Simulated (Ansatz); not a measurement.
**One shape, several levels: SiPH5 (SMILES [SiH3]P)**

We compute a comparison of 6 runs (UHF/STO-3G, BHLYP/STO-3G, BLYP/STO-3G, PBE/STO-3G, revPBE/STO-3G, BCCD(T)/STO-3G) of SiPH5. 

The results are computed with Ansatz 0.2.0.

50 further runs of the same task are left out: 50 set aside as unsound or not needed.

## (1) The structure to begin with

The species is SiPH5 (7 atoms), meant as a singlet with charge 0. SMILES: `[SiH3]P`. The H4–Si1 distance was set to 2.193 Å, away from the relaxed value. At this shape a bond of the SMILES string is far longer than usual.

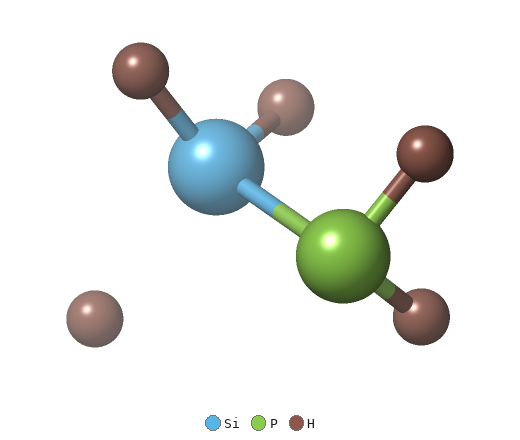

Viewed from a chosen angle; silicon blue, phosphorus green, hydrogen brown.

## (2) The energy at UHF/STO-3G (run 1)

File job.yaml:

```yaml
crystal:
  periodic: [false, false, false]
  atoms:
    - {symbol: Si, position_ang: [-0.811796, 0.229879, -0.001539]}
    - {symbol: P, position_ang: [0.890344, 0.582309, 1.402061]}
    - {symbol: H, position_ang: [-1.996466, -0.011511, 0.820721]}
    - {symbol: H, position_ang: [-0.298920, -1.544330, -1.184630]}
    - {symbol: H, position_ang: [-1.061476, 1.360339, -0.899279]}
    - {symbol: H, position_ang: [0.493714, 1.851669, 1.781501]}
    - {symbol: H, position_ang: [1.758794, 1.080219, 0.447441]}
basis:
  gaussian:
    orbitals: STO-3G
magnetization:
  spin_polarized: true
hamiltonian:
  xc: hf
accuracy: high
```

Command:

```
$ ansatz run job.yaml --threads 1 --pin off --max-ram 2610MiB --events-out events.jsonl --progress --plain --runs-dir runs
```

The program printed:

```text
Warning: RAYON_NUM_THREADS=1 ignored (pool sized by the plan → 1); use --threads N
Functional definition: HF
  name "HF"
  exchange = exact_x
  correlation = 0
414 factors; integrals over basis functions are off by at most 1.3e-8 eV
mean field evaluation 1: about -17013.6202 eV, gradient 9.2e0 eV
mean field evaluation 2: about -17013.6309 eV, gradient 9.2e0 eV
mean field evaluation 4: about -17014.7294 eV, gradient 5.2e-1 eV
mean field evaluation 8: about -17014.7315 eV, gradient 3.5e-6 eV
mean field evaluation 16: about -17015.1704 eV, gradient 1.1e-1 eV
mean field evaluation 32: about -17015.1592 eV, gradient 3.3e-4 eV
mean field -17015.15915971 eV, -625.2955658302 hartree, gradient 2.4e-8 eV, S^2 0.508555; 3 other end points of the search recorded, 0 dependent functions left out
reference -17015.15915971 eV, -625.2955658302 hartree; 17, 17 occupied and 6, 6 virtual orbitals, 414 factors
Total energy: -17015.15915971 eV, -625.2955658302 hartree
```

Run time: 0.46 s. Hardware: 1 thread of Arm Neoverse V1, shared host.

## (3) The energy at BHLYP/STO-3G (run 2)

File run.yaml:

```yaml
crystal:
  periodic: [false, false, false]
  atoms:
    - {symbol: Si, position_ang: [-0.811796, 0.229879, -0.001539]}
    - {symbol: P, position_ang: [0.890344, 0.582309, 1.402061]}
    - {symbol: H, position_ang: [-1.996466, -0.011511, 0.820721]}
    - {symbol: H, position_ang: [-0.298920, -1.544330, -1.184630]}
    - {symbol: H, position_ang: [-1.061476, 1.360339, -0.899279]}
    - {symbol: H, position_ang: [0.493714, 1.851669, 1.781501]}
    - {symbol: H, position_ang: [1.758794, 1.080219, 0.447441]}
basis:
  gaussian:
    orbitals: STO-3G
hamiltonian:
  xc: {name: BHLYP}
accuracy: high
```

Command:

```
$ ansatz run run.yaml --threads 1 --pin off --max-ram 2610MiB --events-out events.jsonl --progress --plain --runs-dir runs
```

The program printed:

```text
Warning: RAYON_NUM_THREADS=1 ignored (pool sized by the plan → 1); use --threads N
Functional definition: BHLYP
  name "BHLYP"
  parameter a = 0.5
  exchange = (1 - a)*b88_x + a*exact_x
  correlation = lyp_c
414 factors; integrals over basis functions are off by at most 1.3e-8 eV
mean field evaluation 1: about -17046.3554 eV, gradient 1.6e1 eV
mean field evaluation 2: about -17046.6086 eV, gradient 1.5e1 eV
mean field evaluation 4: about -17047.8181 eV, gradient 1.7e-1 eV
mean field evaluation 8: about -17047.7736 eV, gradient 3.8e-4 eV
mean field evaluation 16: about -17047.7736 eV, gradient 1.9e-8 eV
mean field -17047.77362487 eV, -626.4941253181 hartree, gradient 1.9e-8 eV, S^2 0.000000; 0 other end points of the search recorded, 0 dependent functions left out
reference -17047.77364541 eV, -626.4941260728 hartree; 17, 17 occupied and 6, 6 virtual orbitals, 414 factors
Total energy: -17047.77364541 eV, -626.4941260728 hartree
```

Wall time 1.8 s (1 thread of Arm Neoverse V1, shared host); peak memory 0.1 GiB.

Runs 3 to 5 aren't shown in full; the table further down has their settings and results.

## (4) The energy at BCCD(T)/STO-3G (run 6)

File job.yaml:

```yaml
crystal:
  periodic: [false, false, false]
  atoms:
    - symbol: Si
      position_ang: [-0.811796, 0.229879, -0.001539]
    - symbol: P
      position_ang: [0.890344, 0.582309, 1.402061]
    - symbol: H
      position_ang: [-1.996466, -0.011511, 0.820721]
    - symbol: H
      position_ang: [-0.298920, -1.544330, -1.184630]
    - symbol: H
      position_ang: [-1.061476, 1.360339, -0.899279]
    - symbol: H
      position_ang: [0.493714, 1.851669, 1.781501]
    - symbol: H
      position_ang: [1.758794, 1.080219, 0.447441]
basis:
  gaussian:
    orbitals: STO-3G
correlation:
  method: bccd_t
  frozen_orbitals: {H: 0, P: 5, Si: 5}
accuracy: high
scf:
  omitted_lower_state_checks: [cluster_reference, increment]
```

Command:

```
$ ansatz run job.yaml --threads 1 --pin off --max-ram 2610MiB --events-out events.jsonl --progress --plain --runs-dir runs
```

The program printed, cut to the lines that bear on the results:

```text
Warning: RAYON_NUM_THREADS=1 ignored (pool sized by the plan → 1); use --threads N
[... 2 set-up lines as earlier in the session ...]
[...]
414 factors; integrals over basis functions are off by at most 1.3e-8 eV
[...]
mean field -17014.73148930 eV, -625.2798492327 hartree, gradient 8.9e-8 eV, S^2 0.000000; 0 other end points of the search recorded, 0 dependent functions left out; unrestricted orbitals would lower it
10 core orbitals not correlated: weight in the atoms' cores, before any rotation towards them, 1.000 or more for the frozen orbitals, at most 0.000 for the correlated occupied ones
reference -17014.73148930 eV, -625.2798492327 hartree; 7, 7 occupied and 6, 6 virtual orbitals, 414 factors
second order -2.65477927 eV of doubles, -0.00000000 eV of singles
cycle   1  -3.51784949 eV  change   -8.6e-1 eV  update   9.9e-2
[...]
cycle  22  -4.07193364 eV  change   4.2e-10 eV  update  5.9e-10
perturbative correction -0.04120163 eV, -0.0015141321 hartree
Total energy: -17018.84462458 eV, -625.4310041660 hartree
Checks for a lower state left out: cluster_reference, increment
```

It took 0.24 s on 1 thread of Arm Neoverse V1, shared host.

## (5) Overview of the runs

```csv
run,level,frozen core orbitals,energy (Eh),wall time
1,UHF/STO-3G,–,-625.295566,0.46 s
2,BHLYP/STO-3G,–,-626.494126,1.8 s
3,BLYP/STO-3G,–,-626.429542,1.8 s
4,PBE/STO-3G,–,-626.166365,1.7 s
5,revPBE/STO-3G,–,-626.386699,1.6 s
6,BCCD(T)/STO-3G,10,-625.431004,0.24 s
```

## (6) Outcome

| quantity | value |
| --- | --- |
| run 6: total energy | -625.43100 Eh |
| run 6: correlation energy (10 core orbitals frozen) | -151.2 mEh |
| run 6: (T) correction | -1.51 mEh |

What this shows: Totals of different functionals can't be ranked against each other. In run 6 the log says that unrestricted orbitals would lower the reference, so the values rest on an unstable closed-shell determinant (other closed-shell runs at this shape may share the fault). In runs 1, 2, 3, 4, 5, 6 the basis is minimal, so the values are rough. Spin contamination of the reference: run 1 ⟨S²⟩ = 0.51. All runs together took 7.6 s, the longest 1.8 s.
